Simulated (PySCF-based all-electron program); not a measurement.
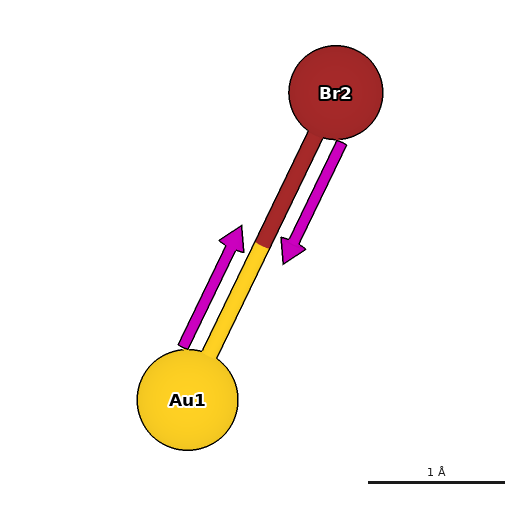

Arrows show the forces on the atoms, 0.6 Å of arrow for 1 eV/Å; forces under a tenth of the largest aren't drawn. Charge 0, singlet. Level of theory: PBE, all-electron, scalar-relativistic (Koelling-Harmon), large uncontracted Gaussian sets (PySCF-based all-electron program).

### Which bond do the forces act along most?

Au1–Br2, now 2.550 Å: the forces pull its atoms together, so a first step downhill shortens it.

List the force components in the frame of the picture (x right, y up, z towards the viewer), in eV/Å.

```tsv
atom	Fx	Fy	Fz
Au1	0.73	1.51	0.26
Br2	−0.73	−1.51	−0.26
```
